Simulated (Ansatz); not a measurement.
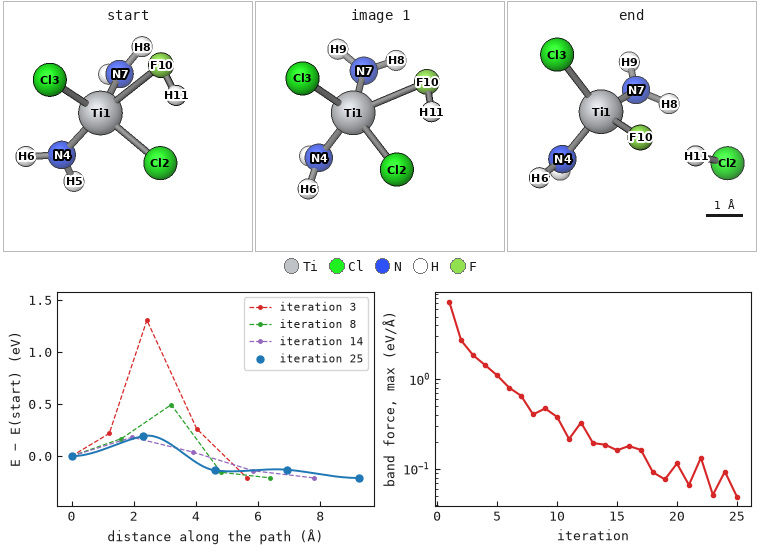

NEB run on TiN$_{2}$H$_{5}$Cl$_{2}$F. Images are numbered from 0 (start) to 4 (end). The plot follows the band through its iterations. Style: ball-and-stick. Shown from a free direction.

Theory: RKS BLYP-D4/def2-SVP (Ansatz 0.2.0). Run with 3 movable images; no climbing image; force threshold 0.05 eV/Å; iteration limit 60; starting path through a guess of the saddle point.

Judge this run.

Answer. The run is converged, with reservations. The band converged in 25 iterations. The largest component of the band force went from 7.4 to 0.049 eV/Å. No image climbed, so the highest image needn't lie on the saddle point, and the true maximum along this path can be higher. So few images resolve the path coarsely. The first iteration put the highest image at 2.868 eV. The highest point, image 1, lies 0.193 eV above the start and 0.402 eV above the end; the end is at −0.209 eV relative to the start.
